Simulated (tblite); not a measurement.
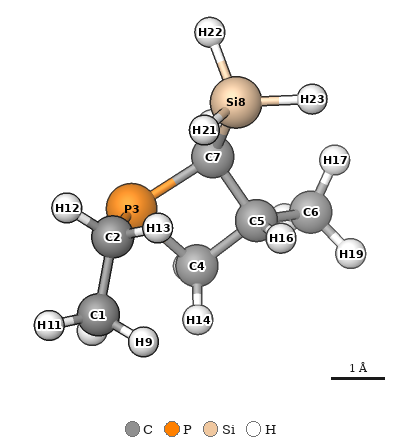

*The structure as given in the input (ball-and-stick view, seen at a tilt; atoms are numbered from 1 in the order of the input).*

Bond lengths as drawn: C–C 1.50 to 1.52 Å, C–H 1.09 to 1.12 Å, C–P 1.85 to 1.86 Å, C–Si 1.86 Å and H–Si 1.46 to 1.47 Å.

Geometry relaxation, with input and output: C6H15PSi (part 1 of 3)

The run: geometry relaxation of C6H15PSi. Method and program: GFN2-xTB geometry optimisation, gas phase (tblite 0.8.0).

**Input file**
```
{"job": {"kind": "relax", "xc": "GFN2-xTB", "basis": "xTB"}, "charge": 0, "multiplicity": 1}
C      2.961200    -0.579600    -0.498300
C      2.127700     0.652300    -0.168400
P      0.813300     0.131400     1.024800
C     -0.080900    -1.400100     0.453800
C     -1.137400    -0.597900    -0.254300
C     -2.522800    -1.188300    -0.066200
C     -0.899300     0.662600     0.531500
Si    -1.011200     2.257600    -0.414700
H      2.719900    -0.890100    -1.534900
H      2.686700    -1.386100     0.224100
H      4.020700    -0.346100    -0.355000
H      2.764400     1.452600     0.285000
H      1.691200     1.029300    -1.106600
H      0.539700    -2.043700    -0.215200
H     -0.464300    -1.973400     1.337000
H     -0.927600    -0.448900    -1.319900
H     -3.273000    -0.378400    -0.046000
H     -2.526000    -1.744500     0.890600
H     -2.751200    -1.923100    -0.863800
H     -1.578900     0.688000     1.406000
H      0.252200     2.544500    -1.085700
H     -1.312900     3.311000     0.553900
H     -2.096100     2.198100    -1.408500
```

The first line tells a small driver script what to run in tblite; the rest is the geometry in Å.

Hardware: 1 CPU thread, shared host.

Command:
```bash
OMP_NUM_THREADS=1 python <driver script> task.json out
```

**Log**
```
step      E/eV     max force
  0    -672.04949    2.740
  1    -672.28211    1.500
  2    -672.40878    0.716
  3    -672.46335    0.642
  4    -672.50248    0.531
  5    -672.52596    0.407
  6    -672.54339    0.360
  7    -672.55990    0.371
  8    -672.57895    0.466
  9    -672.59681    0.477
 10    -672.60960    0.308
 11    -672.61986    0.324
 12    -672.63139    0.300
 13    -672.64279    0.283
 14    -672.65215    0.215
 15    -672.65933    0.195
 16    -672.66582    0.209
 17    -672.67236    0.191
 18    -672.67784    0.158
 19    -672.68151    0.114
 20    -672.68454    0.115
 21    -672.68819    0.166
 22    -672.69294    0.187
 23    -672.69845    0.175
 24    -672.70390    0.165
 25    -672.70902    0.152
 26    -672.71432    0.175
 27    -672.72016    0.197
 28    -672.72589    0.176
 29    -672.73067    0.142
 30    -672.73485    0.138
 31    -672.73900    0.154
 32    -672.74290    0.147
 33    -672.74651    0.152
 34    -672.75005    0.176
 35    -672.75385    0.183
 36    -672.75765    0.238
 37    -672.76199    0.176
 38    -672.76592    0.142
 39    -672.76951    0.135
 40    -672.77158    0.117
 41    -672.77473    0.118
 42    -672.77763    0.159
 43    -672.78124    0.203
 44    -672.78417    0.151
 45    -672.78686    0.122
 46    -672.78949    0.142
 47    -672.79314    0.150
 48    -672.79663    0.164
 49    -672.79999    0.143
 50    -672.80281    0.151
 51    -672.80567    0.161
 52    -672.80782    0.174
 53    -672.81209    0.127
 54    -672.81715    0.101
 55    -672.82035    0.110
 56    -672.82275    0.128
 57    -672.82594    0.099
 58    -672.82841    0.097
 59    -672.83065    0.108
 60    -672.83300    0.132
 61    -672.83598    0.103
 62    -672.83886    0.075
 63    -672.84005    0.076
 64    -672.84258    0.110
 65    -672.84462    0.118
 66    -672.84702    0.130
 67    -672.84913    0.124
 68    -672.85123    0.133
 69    -672.85272    0.150
 70    -672.85543    0.115
 71    -672.85776    0.083
 72    -672.85947    0.077
 73    -672.86101    0.086
 74    -672.86260    0.093
 75    -672.86437    0.119
 76    -672.86580    0.103
 77    -672.86715    0.097
 78    -672.86844    0.092
 79    -672.86977    0.075
 80    -672.87092    0.079
 81    -672.87190    0.077
 82    -672.87282    0.092
 83    -672.87390    0.087
 84    -672.87485    0.071
 85    -672.87551    0.043
 86    -672.87585    0.048
 87    -672.87612    0.053
 88    -672.87646    0.050
 89    -672.87689    0.038
 90    -672.87731    0.037
 91    -672.87769    0.044
 92    -672.87807    0.041
 93    -672.87849    0.037
 94    -672.87888    0.037
 95    -672.87917    0.031
 96    -672.87938    0.037
 97    -672.87960    0.032
 98    -672.87989    0.041
 99    -672.88021    0.049
100    -672.88050    0.037
101    -672.88074    0.029
102    -672.88095    0.033
103    -672.88116    0.034
104    -672.88135    0.031
105    -672.88153    0.029
106    -672.88174    0.044
107    -672.88203    0.056
108    -672.88244    0.055
109    -672.88293    0.068
110    -672.88339    0.053
111    -672.88376    0.047
112    -672.88405    0.043
113    -672.88437    0.054
114    -672.88481    0.067
115    -672.88538    0.050
116    -672.88584    0.049
117    -672.88619    0.050
118    -672.88654    0.051
119    -672.88705    0.065
120    -672.88769    0.058
121    -672.88830    0.054
122    -672.88867    0.048
123    -672.88904    0.039
124    -672.88932    0.030
125    -672.88968    0.038
126    -672.88993    0.036
127    -672.89015    0.030
128    -672.89033    0.027
129    -672.89051    0.030
130    -672.89070    0.031
131    -672.89090    0.031
132    -672.89113    0.037
133    -672.89139    0.041
134    -672.89168    0.038
135    -672.89198    0.041
136    -672.89228    0.036
137    -672.89253    0.031
138    -672.89276    0.026
139    -672.89297    0.028
140    -672.89322    0.037
141    -672.89348    0.042
142    -672.89374    0.037
143    -672.89401    0.040
144    -672.89434    0.041
145    -672.89468    0.052
146    -672.89507    0.054
147    -672.89538    0.033
148    -672.89562    0.036
149    -672.89578    0.027
150    -672.89594    0.031
151    -672.89605    0.029
152    -672.89614    0.023
153    -672.89619    0.017
154    -672.89625    0.016
155    -672.89630    0.022
156    -672.89636    0.025
157    -672.89642    0.019
158    -672.89646    0.015
159    -672.89651    0.015
160    -672.89657    0.023
161    -672.89667    0.032
162    -672.89680    0.034
163    -672.89692    0.020
164    -672.89701    0.021
165    -672.89709    0.020
166    -672.89717    0.021
167    -672.89725    0.021
168    -672.89730    0.014
169    -672.89734    0.012
170    -672.89736    0.009
```

**Trajectory as extended XYZ (Å, eV, eV/Å), 21 of the 171 frames kept, from step=0 to step=170**
```
23
Properties=species:S:1:pos:R:3:forces:R:3 step=0 energy=-672.04949
C     2.9612   -0.5796   -0.4983   -0.0420  -0.4320   0.2270
C     2.1277    0.6523   -0.1684   -0.2190   0.3310  -1.0440
P     0.8133    0.1314    1.0248    0.1350   0.0650   2.7360
C    -0.0809   -1.4001    0.4538    1.5800  -1.1810  -0.7970
C    -1.1374   -0.5979   -0.2543   -0.8140  -0.5680  -0.1850
C    -2.5228   -1.1883   -0.0662   -0.4010  -0.3790  -0.1180
C    -0.8993    0.6626    0.5315   -0.4660   0.8830   0.0190
Si   -1.0112    2.2576   -0.4147   -0.4620   0.9600  -0.2630
H     2.7199   -0.8901   -1.5349    0.5130  -0.1090   0.7370
H     2.6867   -1.3861    0.2241    0.4230   0.3180  -0.6480
H     4.0207   -0.3461   -0.3550   -0.2050  -0.3240  -0.3760
H     2.7644    1.4526    0.2850   -0.7540  -0.5290  -0.1520
H     1.6912    1.0293   -1.1066    0.1990   0.1890   0.2470
H     0.5397   -2.0437   -0.2152   -0.5220  -0.0420   0.5740
H    -0.4643   -1.9734    1.3370    0.4410   0.4490  -0.7500
H    -0.9276   -0.4489   -1.3199    0.0770  -0.1250   0.0860
H    -3.2730   -0.3784   -0.0460    0.1910  -0.5750  -0.0840
H    -2.5260   -1.7445    0.8906   -0.3340   0.4390  -0.4120
H    -2.7512   -1.9231   -0.8638   -0.0420   0.5090   0.4010
H    -1.5789    0.6880    1.4060    0.5820  -0.0440  -0.0880
H     0.2522    2.5445   -1.0857   -0.0460   0.1330  -0.1320
H    -1.3129    3.3110    0.5539    0.0410   0.0930  -0.0290
H    -2.0961    2.1981   -1.4085    0.1260  -0.0600   0.0500
23
Properties=species:S:1:pos:R:3:forces:R:3 step=8 energy=-672.57895
C     2.9590   -0.5962   -0.4865    0.0740  -0.0270  -0.0390
C     2.0603    0.6061   -0.1601    0.2410  -0.0910  -0.1400
P     0.8093    0.1332    1.1382    0.0650  -0.1930   0.4190
C     0.0081   -1.4026    0.4225   -0.1620  -0.0500   0.0360
C    -1.1197   -0.6036   -0.2442   -0.1290  -0.1590  -0.0180
C    -2.5184   -1.1985   -0.0670   -0.0860   0.0250  -0.0080
C    -0.8742    0.7083    0.5291   -0.1380  -0.0850  -0.1580
Si   -1.0438    2.3362   -0.4150   -0.0300   0.1450  -0.0680
H     2.7845   -0.9518   -1.5014   -0.0640   0.0010   0.0700
H     2.7532   -1.4208    0.1980    0.1130   0.0380  -0.0110
H     4.0189   -0.3560   -0.4063   -0.0930   0.0810   0.0250
H     2.6504    1.4081    0.2953    0.0130  -0.0380   0.0350
H     1.6319    1.0288   -1.0642   -0.1850  -0.1150  -0.1070
H     0.5737   -2.0910   -0.2012    0.0920   0.1200  -0.0920
H    -0.3891   -1.9737    1.2646    0.0120  -0.0740   0.0560
H    -0.9206   -0.4735   -1.3129    0.0130   0.0480   0.0510
H    -3.2796   -0.4189   -0.0822    0.0770   0.0860  -0.0660
H    -2.6059   -1.7160    0.8910    0.0660   0.0850  -0.0810
H    -2.7686   -1.9071   -0.8582    0.1580   0.0080   0.0700
H    -1.5191    0.7128    1.4154    0.0560   0.0450   0.0200
H     0.2126    2.6121   -1.1248   -0.1470   0.1390  -0.0100
H    -1.3208    3.3932    0.5635   -0.0040  -0.0160  -0.1230
H    -2.1068    2.1978   -1.4244    0.0590   0.0270   0.1390
23
Properties=species:S:1:pos:R:3:forces:R:3 step=17 energy=-672.67236
C     2.9811   -0.6154   -0.4837    0.0480  -0.0600   0.0030
C     2.0242    0.5280   -0.1353    0.1130   0.0000  -0.0550
P     0.8045    0.0794    1.2055    0.0830  -0.0630   0.1600
C     0.0015   -1.4322    0.4442   -0.0430   0.0850  -0.0210
C    -1.1068   -0.6028   -0.2260    0.0160  -0.0170  -0.0270
C    -2.5128   -1.1725   -0.0799    0.0240   0.0440   0.0310
C    -0.8388    0.7177    0.5373   -0.1430  -0.0440  -0.1010
Si   -1.0436    2.3595   -0.4071   -0.0080   0.1050  -0.0670
H     2.7834   -0.9970   -1.4822   -0.0120  -0.0290  -0.0050
H     2.8746   -1.4409    0.2159    0.0280  -0.0580   0.0850
H     4.0193   -0.2915   -0.4472   -0.0380   0.0390  -0.0360
H     2.6000    1.3616    0.2699   -0.0330   0.1360   0.0090
H     1.5090    0.8866   -1.0225   -0.0800   0.0010  -0.0990
H     0.6228   -2.0160   -0.2290    0.0260  -0.0770  -0.0190
H    -0.3779   -2.0849    1.2354   -0.0240   0.0230  -0.0920
H    -0.9012   -0.4802   -1.2938    0.0800   0.0530   0.0230
H    -3.2532   -0.3803   -0.1729   -0.0100   0.0020  -0.0630
H    -2.6344   -1.6411    0.8950   -0.0310   0.0610   0.0370
H    -2.7109   -1.9249   -0.8431    0.0310   0.0310   0.0460
H    -1.4928    0.7490    1.4165   -0.0360   0.0030   0.0260
H     0.1379    2.7655   -1.1796   -0.0130  -0.0900   0.0430
H    -1.3469    3.4503    0.5222   -0.0030  -0.0830   0.0410
H    -2.1439    2.2090   -1.3705    0.0260  -0.0620   0.0810
23
Properties=species:S:1:pos:R:3:forces:R:3 step=26 energy=-672.71432
C     2.9989   -0.6188   -0.4640    0.0430  -0.0380   0.0000
C     2.0017    0.5005   -0.1388    0.0080  -0.0420  -0.0510
P     0.8075    0.0521    1.2301    0.1000  -0.0920   0.0960
C     0.0031   -1.4390    0.4218   -0.0200   0.0780   0.0480
C    -1.0852   -0.5771   -0.2373    0.0510  -0.0150  -0.0090
C    -2.4986   -1.1225   -0.0947    0.0610   0.0110  -0.0220
C    -0.8221    0.7201    0.5570   -0.0960  -0.0450  -0.0540
Si   -1.0451    2.3550   -0.3828   -0.0080   0.0700  -0.0450
H     2.7703   -1.0681   -1.4275    0.0000   0.0190  -0.0330
H     2.9782   -1.4213    0.2707   -0.0420   0.0540   0.1610
H     4.0192   -0.2455   -0.5029   -0.0120   0.0630  -0.0260
H     2.5255    1.4006    0.1954    0.0010  -0.0390   0.0120
H     1.4365    0.7659   -1.0292   -0.0420   0.0380  -0.1140
H     0.6449   -2.0070   -0.2496   -0.0590  -0.0170  -0.0090
H    -0.4168   -2.1172    1.1669    0.0630   0.0170   0.0270
H    -0.8453   -0.4263   -1.2938   -0.1210  -0.0180  -0.0390
H    -3.2326   -0.3412   -0.2896    0.0370  -0.0470  -0.0840
H    -2.6612   -1.4929    0.9184    0.0120   0.0610  -0.0470
H    -2.6566   -1.9458   -0.7892   -0.0610   0.0100   0.0150
H    -1.5101    0.7538    1.4090    0.0530  -0.0720   0.1160
H     0.1256    2.7423   -1.1791   -0.0570  -0.0280   0.0450
H    -1.3652    3.4127    0.5759    0.0340   0.0040  -0.0120
H    -2.1775    2.1468   -1.2975    0.0560   0.0270   0.0260
23
Properties=species:S:1:pos:R:3:forces:R:3 step=34 energy=-672.75005
C     3.0092   -0.6128   -0.4459    0.0550   0.0290   0.0040
C     1.9729    0.4852   -0.1798    0.0570  -0.0040  -0.0430
P     0.8270    0.0273    1.2183    0.0670  -0.0500  -0.0120
C     0.0033   -1.4424    0.4001   -0.0230  -0.0310   0.0300
C    -1.0757   -0.5672   -0.2513    0.0210  -0.0140   0.0180
C    -2.4936   -1.0895   -0.1224   -0.0080  -0.0050  -0.0100
C    -0.8123    0.7021    0.5840   -0.0630   0.0050  -0.0370
Si   -1.0515    2.3427   -0.3338   -0.0080   0.0700  -0.0510
H     2.7779   -1.1494   -1.3659   -0.0080  -0.0280   0.1280
H     3.0368   -1.3283    0.3788    0.0370   0.0410  -0.0720
H     4.0053   -0.1881   -0.5557   -0.0140  -0.0180   0.0040
H     2.4695    1.4086    0.1325   -0.0280   0.0040  -0.0800
H     1.3940    0.6916   -1.0807    0.0380   0.0530  -0.0010
H     0.6286   -2.0257   -0.2713    0.0060  -0.0290  -0.0390
H    -0.4175   -2.1096    1.1525   -0.0250  -0.0390   0.0290
H    -0.8573   -0.3939   -1.3093    0.0440  -0.0100   0.0180
H    -3.1979   -0.3214   -0.4440   -0.0050  -0.0800   0.0720
H    -2.6853   -1.3451    0.9210   -0.1310   0.0150  -0.1170
H    -2.6433   -1.9753   -0.7391    0.0070   0.0040   0.0580
H    -1.4718    0.6892    1.4592   -0.0380   0.0060   0.0180
H     0.1099    2.6981   -1.1558   -0.0310   0.0250   0.0510
H    -1.3500    3.4049    0.6260    0.0250   0.0010  -0.0250
H    -2.1831    2.1261   -1.2484    0.0250   0.0580   0.0540
```
